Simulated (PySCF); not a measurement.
## Geometry relaxation, with input and output: C₂H₆Cl₃Si (charge −1)

C₂H₆Cl₃Si, charge −1, computed with PBE0-D3(BJ)/ma-def2-SVP geometry optimisation, gas phase (PySCF 2.14.0).

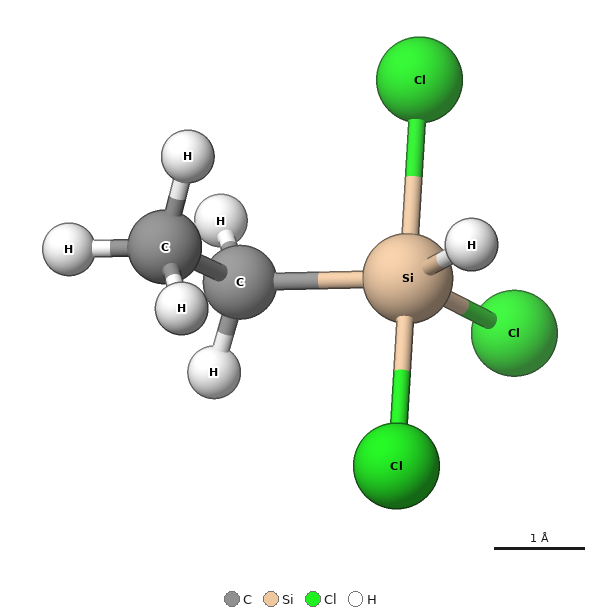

*The input geometry (ball-and-stick view, seen at a tilt).*

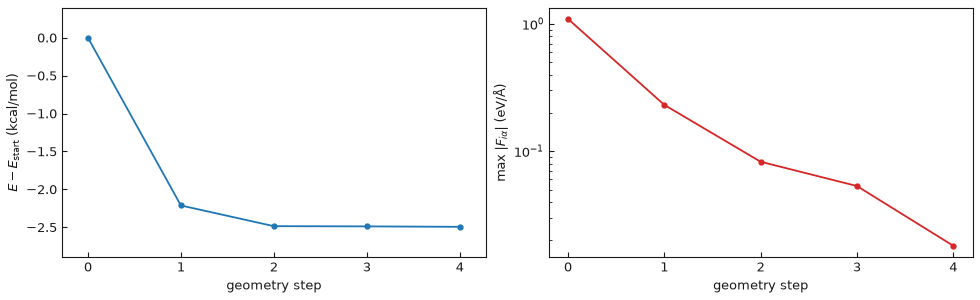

*Progress of the relaxation, step by step (steps are counted from 0).*

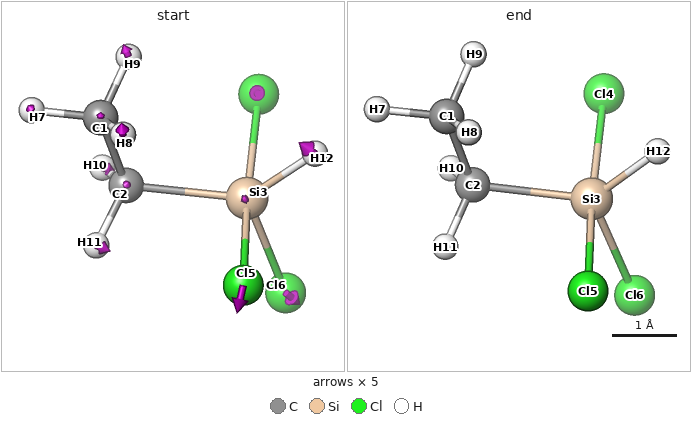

*Before (left) and after (right) the relaxation, at one scale (ball-and-stick view, seen at a tilt). The pink arrows give the displacements, magnified 5 times.*

The atom that moves furthest after the best rigid fit is Cl5 (0.093 Å). By element the largest moves are Cl 0.093 Å, H 0.077 Å, Si 0.024 Å, C 0.020 Å. Among the contacts that change: Si3–Cl6 2.053 → 2.116 Å, Si3–Cl4 2.284 → 2.338 Å, Si3–H12 1.456 → 1.481 Å, C2–Si3 1.914 → 1.890 Å. Among the angles that change: C2–Si3–H12 132.0° → 128.2°, Si3–C2–H11 110.2° → 107.2°, Si3–C2–H10 110.4° → 107.6°. The energy falls by 2.49 kcal/mol in 4 geometry steps. The largest force component goes from 1.1 to 0.018 eV/Å. (Atoms are counted from 1 in the order of the input.)

These pictures come from the run below.

**Input**
```
{"job": {"xc": "PBE0", "basis": "ma-def2-SVP", "d3": "d3bj", "grid": 1, "kind": "geom"}, "charge": -1, "multiplicity": 1}
C     -1.154850     0.173268     0.713979
C     -0.324626    -0.292442    -0.474544
Si     1.500156     0.249891    -0.276708
Cl     1.069363     2.248402    -1.295593
Cl     1.932079    -1.548471     1.064099
Cl     2.696357    -0.426328    -1.801561
H     -2.196166    -0.136874     0.612332
H     -0.757018    -0.248499     1.634712
H     -1.123202     1.258398     0.790121
H     -0.748303     0.126598    -1.388870
H     -0.388986    -1.379840    -0.546116
H      2.177525     1.037868     0.743245
```

The first line tells a small driver script what to run in PySCF; the rest is the geometry in Å.

Launch command:
```bash
OMP_NUM_THREADS=1 python <driver script> task.json out
```

**Log**
```
step   0  E = -1748.91164328  max force = 0.021308
step   1  E = -1748.91516864  max force = 0.004497
step   2  E = -1748.91560368  max force = 0.001608
step   3  E = -1748.91560833  max force = 0.001037
step   4  E = -1748.91561771  max force = 0.000353
optimisation converged
```

**Trajectory as extended XYZ (Å, eV, eV/Å), 5 frames, from step=0 to step=4**
```
12
Properties=species:S:1:pos:R:3:forces:R:3 step=0 energy=-47590.30984
C    -1.1548    0.1733    0.7140    0.2646  -0.1204  -0.3295
C    -0.3246   -0.2924   -0.4745    0.1366   0.2416   0.3790
Si    1.5002    0.2499   -0.2767   -1.0957  -0.1350   0.1536
Cl    1.0694    2.2484   -1.2956   -0.1269   0.4401  -0.2290
Cl    1.9321   -1.5485    1.0641    0.0471  -0.4153   0.2901
Cl    2.6964   -0.4263   -1.8016    0.7361  -0.3948  -0.8927
H    -2.1962   -0.1369    0.6123   -0.4175  -0.0734   0.0352
H    -0.7570   -0.2485    1.6347    0.0791  -0.1644   0.4629
H    -1.1232    1.2584    0.7901   -0.0857   0.4867   0.1014
H    -0.7483    0.1266   -1.3889    0.0825   0.2047  -0.3525
H    -0.3890   -1.3798   -0.5461    0.2210  -0.3578  -0.0274
H     2.1775    1.0379    0.7432    0.1587   0.2878   0.4090
12
Properties=species:S:1:pos:R:3:forces:R:3 step=1 energy=-47590.40577
C    -1.1369    0.2352    0.7708    0.0042   0.0508   0.0961
C    -0.3445   -0.2638   -0.4299   -0.0336  -0.1143  -0.1968
Si    1.4863    0.1930   -0.3434    0.0953  -0.0383  -0.1073
Cl    1.0996    2.2484   -1.4389    0.0225  -0.1689   0.0702
Cl    1.9426   -1.6975    0.9980   -0.0454   0.1323  -0.1065
Cl    2.7233   -0.5230   -1.9310   -0.2080   0.0907   0.2313
H    -2.2004   -0.0560    0.6988    0.0458   0.0139   0.0018
H    -0.7404   -0.1860    1.7094   -0.0099   0.0146  -0.0169
H    -1.0998    1.3349    0.8457    0.0053  -0.0252  -0.0019
H    -0.7509    0.1624   -1.3605    0.0227   0.0046   0.0003
H    -0.4036   -1.3619   -0.4948    0.0169   0.0084   0.0026
H     2.1323    0.9876    0.7198    0.0844   0.0315   0.0271
12
Properties=species:S:1:pos:R:3:forces:R:3 step=2 energy=-47590.41761
C    -1.1472    0.2281    0.7397   -0.0163   0.0094   0.0280
C    -0.3374   -0.2724   -0.4524   -0.0341  -0.0084  -0.0013
Si    1.4871    0.2027   -0.3066    0.0702  -0.0295  -0.0827
Cl    1.1004    2.2412   -1.3833    0.0079  -0.0049   0.0000
Cl    1.9043   -1.6671    1.0381    0.0003   0.0077  -0.0085
Cl    2.7185   -0.5194   -1.8804   -0.0589   0.0261   0.0740
H    -2.2097   -0.0617    0.6580    0.0165   0.0071   0.0002
H    -0.7610   -0.1915    1.6833   -0.0095   0.0063  -0.0160
H    -1.1097    1.3277    0.8135    0.0017  -0.0177  -0.0067
H    -0.7252    0.1562   -1.3899    0.0294   0.0037   0.0150
H    -0.3894   -1.3708   -0.5177    0.0207   0.0166   0.0102
H     2.1697    0.9935    0.7448   -0.0280  -0.0164  -0.0123
12
Properties=species:S:1:pos:R:3:forces:R:3 step=3 energy=-47590.41774
C    -1.1426    0.2477    0.7472    0.0044  -0.0082  -0.0101
C    -0.3432   -0.2682   -0.4457    0.0088   0.0033   0.0009
Si    1.4880    0.1853   -0.3173   -0.0367   0.0318   0.0533
Cl    1.1211    2.2229   -1.4012   -0.0016   0.0090  -0.0046
Cl    1.8989   -1.6861    1.0247    0.0015  -0.0088   0.0074
Cl    2.7038   -0.5459   -1.8843    0.0253  -0.0257  -0.0412
H    -2.2074   -0.0323    0.6704   -0.0038   0.0038   0.0025
H    -0.7572   -0.1704    1.6909    0.0013   0.0016   0.0040
H    -1.0940    1.3467    0.8135    0.0058   0.0046  -0.0012
H    -0.7272    0.1605   -1.3838   -0.0030  -0.0004  -0.0052
H    -0.4035   -1.3658   -0.5039   -0.0062  -0.0071   0.0008
H     2.1624    0.9740    0.7394    0.0043  -0.0038  -0.0066
12
Properties=species:S:1:pos:R:3:forces:R:3 step=4 energy=-47590.41799
C    -1.1401    0.2595    0.7483    0.0014  -0.0061  -0.0056
C    -0.3461   -0.2676   -0.4431    0.0062   0.0035   0.0022
Si    1.4873    0.1765   -0.3189   -0.0108   0.0121   0.0181
Cl    1.1281    2.2149   -1.4054   -0.0008   0.0023  -0.0011
Cl    1.8927   -1.6954    1.0255   -0.0005  -0.0021   0.0033
Cl    2.6957   -0.5653   -1.8899    0.0040  -0.0129  -0.0178
H    -2.2071   -0.0130    0.6747   -0.0031   0.0031   0.0017
H    -0.7564   -0.1568    1.6936    0.0012   0.0012   0.0035
H    -1.0833    1.3584    0.8095    0.0050   0.0041  -0.0014
H    -0.7284    0.1592   -1.3829   -0.0030  -0.0018  -0.0034
H    -0.4130   -1.3651   -0.4957   -0.0059  -0.0047   0.0003
H     2.1702    0.9628    0.7335    0.0062   0.0012   0.0002
```

**Summary**

- outcome: converged
- total energy: −1748.915618 hartree
- point group: C1
- hardware: 1 CPU thread, shared host
- wall time: 41 s
- peak memory: 0.6 GiB
